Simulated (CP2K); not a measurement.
**PM6 run of CH8Al2Si (SMILES [CH3][Al]([AlH2])[SiH3])**

Aim: the vertical electron affinity of CH8Al2Si at PM6, from 2 runs. 

Program for the calculation: CP2K 2026.2.

## Step 1: Starting point

CH8Al2Si has 12 atoms, charge 0, and is taken as a singlet. SMILES: `[CH3][Al]([AlH2])[SiH3]`. Geometry: a GFN2-xTB relaxation, a rough one for these elements and not checked as a minimum.

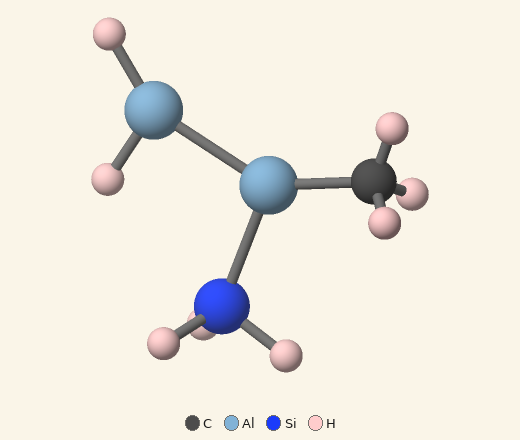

The structure, seen from a chosen angle (carbon dark grey, aluminium light blue, silicon blue, hydrogen pink).

## Step 2: Energy and forces at PM6

Contents of calc.inp:

```
&GLOBAL
    PROJECT calc
    RUN_TYPE ENERGY_FORCE
    PRINT_LEVEL MEDIUM
&END GLOBAL

&FORCE_EVAL
    METHOD QUICKSTEP
    &DFT
        # Quickstep
        &QS
            METHOD PM6
            EPS_DEFAULT 1.0E-10
            &SE
                &COULOMB
                    CUTOFF [angstrom] 50
                    RC_RANGE [angstrom] 0
                &END COULOMB
                &EXCHANGE
                    CUTOFF [angstrom] 50
                    RC_RANGE [angstrom] 0
                &END EXCHANGE
            &END SE
        &END QS
        &POISSON
            PERIODIC NONE
            POISSON_SOLVER ANALYTIC
        &END POISSON
        &SCF
            SCF_GUESS ATOMIC
            EPS_SCF 1.0E-07
            MAX_SCF 30
            &OT
                MINIMIZER DIIS
                PRECONDITIONER FULL_SINGLE_INVERSE
            &END OT
            &OUTER_SCF
                EPS_SCF 1.0E-07
                MAX_SCF 8
            &END OUTER_SCF
        &END SCF
        &PRINT
            &MOMENTS
                PERIODIC F
                REFERENCE COM
                MAX_MOMENT 1
            &END MOMENTS
            &MO_CUBES
                NLUMO 1
                NHOMO -1
                WRITE_CUBE F
            &END MO_CUBES
            &HIRSHFELD OFF
            &END HIRSHFELD
        &END PRINT
    &END DFT
    &SUBSYS
        # vacuum box
        &CELL
            ABC 14.2 15.1 16.5
            PERIODIC NONE
        &END CELL
        &COORD
            C      5.811630     9.424640     7.267235
            Al     6.543670     7.673470     7.910045
            Al     6.794810     6.171250     9.917715
            Si     7.733060     6.299560     6.245725
            H      5.017160     9.287610     6.516725
            H      5.387080    10.078090     8.043665
            H      6.590230    10.017210     6.760705
            H      7.562690     5.026290     9.079885
            H      6.581410     5.858770    11.478655
            H      7.696960     7.156310     5.021345
            H      7.200300     5.021910     5.728445
            H      9.182840     6.042200     6.384035
        &END COORD
    &END SUBSYS
    &PRINT
        &FORCES ON
        &END FORCES
    &END PRINT
&END FORCE_EVAL
```

Command:

```sh
$ OMP_NUM_THREADS=1 cp2k.psmp -i calc.inp -o calc.out
```

The log of the run, cut to the lines that bear on the results:

```text
CP2K| version string:                                       CP2K version 2026.2
[...]
 GLOBAL| Method name                                                        CP2K
[...]
 GLOBAL| Run type                                                   ENERGY_FORCE
[...]
                             - Atoms:                                         12
[...]
                             - Spherical basis functions:                     39
[...]
 Number of electrons:                                                         22
[...]
     1 OT DIIS     0.80E-01    0.0     0.19005240       -10.3046339778 -1.03E+01
[...]
    19 OT DIIS     0.80E-01    0.0     0.00000010       -14.8484573894 -4.01E-12
  *** SCF run converged in    19 steps ***
  Core-core repulsion energy [eV]:                            933.67394124468751
  Core Hamiltonian energy [eV]:                              -611.67792832984151
  Two-electron integral energy [eV]:                        -1452.08617323358430
  Electronic energy [eV]:                                   -1337.72101494663366
  Total energy [eV]:                                         -404.04707370194603
  Atomic reference energy [eV]:                               406.80916335879385
  Heat of formation [kcal/mol]:                                63.69530569429898
[...]
 SE_DIPOLE| Moment [Debye]          0.89836483      -1.02336502      -1.02074597
 SE_DIPOLE| Derivative [a.u.]       0.00000000       0.00000000       0.00000000
 *** WARNING in qs_scf_post_se.F:140 :: Printing of MO cube files not ***
 *** implemented for Semi-Empirical method.                           ***
 ENERGY| Total FORCE_EVAL ( QS ) energy [hartree]            -14.848457389447049
 FORCES| Atomic forces [hartree/bohr]
 FORCES|   Atom     x               y               z               |f|
 FORCES|      1  7.56308719E-04 -5.63063089E-03  9.81835659E-03   1.13435503E-02
 FORCES|      2  4.26978468E-02 -6.45903461E-02 -3.01630441E-02   8.30952956E-02
 FORCES|      3  2.06172581E-03  1.93193550E-02 -4.69145639E-02   5.07785831E-02
 FORCES|      4 -4.16518602E-02  5.88335741E-02  4.60855369E-02   8.55578378E-02
 FORCES|      5  4.38198813E-03 -7.04416026E-03  4.66352537E-03   9.51685256E-03
 FORCES|      6  3.89398739E-03 -9.05939539E-03  1.02642207E-03   9.91409728E-03
 FORCES|      7  1.23311942E-03 -7.94434364E-03  3.93741498E-03   8.95189456E-03
 FORCES|      8 -3.89958513E-03  3.61744475E-03  8.12928399E-03   9.71483036E-03
 FORCES|      9 -2.43353289E-03  1.24307226E-02 -1.59547096E-02   2.03714924E-02
 FORCES|     10 -1.97874029E-03  5.09012648E-03 -2.35293835E-03   5.94652164E-03
 FORCES|     11 -1.12295061E-02 -6.89727362E-03  8.32099545E-03   1.55856715E-02
 FORCES|     12  6.16824839E-03  1.87492691E-03  1.34037206E-02   1.48735458E-02
 FORCES| Sum    -3.08780779E-16  2.84494650E-16 -1.38777878E-16
[...]
```

Run time: 0.5 s. Hardware: 1 thread of Arm Neoverse V2, shared host.

## Step 3: The doublet anion, same level

Contents of gas.inp:

```
&GLOBAL
 PROJECT gas
 RUN_TYPE ENERGY_FORCE
 PRINT_LEVEL MEDIUM
&END GLOBAL

&FORCE_EVAL
 METHOD QUICKSTEP
 &DFT
  CHARGE -1
  MULTIPLICITY 2
  UKS T
  &QS
   METHOD PM6
   EPS_DEFAULT 1.0E-10
   &SE
    &COULOMB
     CUTOFF [angstrom] 50
     RC_RANGE [angstrom] 0
    &END COULOMB
    &EXCHANGE
     CUTOFF [angstrom] 50
     RC_RANGE [angstrom] 0
    &END EXCHANGE
   &END SE
  &END QS
  &POISSON
   PERIODIC NONE
   POISSON_SOLVER ANALYTIC
  &END POISSON
  &SCF
   SCF_GUESS ATOMIC
   EPS_SCF 1.0E-07
   MAX_SCF 100
   ADDED_MOS 8
   &DIAGONALIZATION
    ALGORITHM STANDARD
   &END DIAGONALIZATION
   &MIXING
    METHOD DIRECT_P_MIXING
    ALPHA 0.4
   &END MIXING
  &END SCF
  &PRINT
   &MOMENTS
    PERIODIC F
    REFERENCE COM
    MAX_MOMENT 1
   &END MOMENTS
   &MO ON
    ENERGIES T
    OCCUPATION_NUMBERS T
    NDIGITS 6
    &EACH
     QS_SCF 0
    &END EACH
    ADD_LAST NUMERIC
   &END MO
   &HIRSHFELD OFF
   &END HIRSHFELD
  &END PRINT
 &END DFT
 &SUBSYS
  &CELL
   ABC [angstrom] 14.2 15.1 16.5
   PERIODIC NONE
  &END CELL
  &COORD
   C      5.811630     9.424640     7.267235
   Al     6.543670     7.673470     7.910045
   Al     6.794810     6.171250     9.917715
   Si     7.733060     6.299560     6.245725
   H      5.017160     9.287610     6.516725
   H      5.387080    10.078090     8.043665
   H      6.590230    10.017210     6.760705
   H      7.562690     5.026290     9.079885
   H      6.581410     5.858770    11.478655
   H      7.696960     7.156310     5.021345
   H      7.200300     5.021910     5.728445
   H      9.182840     6.042200     6.384035
  &END COORD
 &END SUBSYS
 &PRINT
  &FORCES ON
  &END FORCES
 &END PRINT
&END FORCE_EVAL
```

Command:

```sh
$ OMP_NUM_THREADS=1 cp2k.psmp -i gas.inp -o gas.out
```

The log of the run, cut to the lines that bear on the results:

```text
CP2K| version string:                                       CP2K version 2026.2
[...]
 GLOBAL| Method name                                                        CP2K
[...]
 GLOBAL| Run type                                                   ENERGY_FORCE
[...]
                             - Atoms:                                         12
[...]
                             - Spherical basis functions:                     39
[...]
 Number of electrons:                                                         12
[...]
     1 P_Mix/Diag. 0.40E+00    0.0     0.41681533        -7.8058242117 -7.81E+00
[...]
    45 DIIS/Diag.  0.43E-07    0.0     0.00000010       -14.8791620794 -7.46E-14
  *** SCF run converged in    45 steps ***
  Core-core repulsion energy [eV]:                            933.67394124468751
  Core Hamiltonian energy [eV]:                              -628.95642380940694
  Two-electron integral energy [eV]:                        -1419.20021648591251
  Electronic energy [eV]:                                   -1338.55653205236331
  Total energy [eV]:                                         -404.88259080767568
  Atomic reference energy [eV]:                               406.80916335879385
  Heat of formation [kcal/mol]:                                44.42782198669182
[...]
 SE_DIPOLE| Moment [Debye]          0.67816201      -0.90898801      -0.62398288
 SE_DIPOLE| Derivative [a.u.]       0.00000000       0.00000000       0.00000000
 ENERGY| Total FORCE_EVAL ( QS ) energy [hartree]            -14.879162079444406
[...]
```

Wall time 0.3 s (1 thread of Arm Neoverse V2, shared host).

## Step 4: Summary of results

Level: PM6.

| quantity | value |
| --- | --- |
| singlet CH8Al2Si: total energy | -14.84846 Eh |
| singlet CH8Al2Si: dipole moment | 1.70 D |
| singlet CH8Al2Si: heat of formation at this unrelaxed shape | 63.7 kcal/mol |
| singlet CH8Al2Si: largest force on an atom | 4.400 eV/Å |
| doublet anion: total energy | -14.87916 Eh |
| doublet anion: HOMO energy (highest over α and β) | -1.19 eV |
| doublet anion: LUMO energy (lowest over α and β) | 4.40 eV |
| doublet anion: heat of formation at this unrelaxed shape | 44.4 kcal/mol |
| doublet anion: largest force on an atom | 6.061 eV/Å |
| vertical electron affinity (to the doublet anion) | 0.836 eV |

What this shows: At fixed nuclei the extra electron is bound by 0.84 eV (80.6 kJ/mol). The largest force (singlet CH8Al2Si) is 4.40 eV/Å: the shape isn't a stationary point for this species at this level. A minimal valence basis can't be trusted even for the sign of an electron affinity.
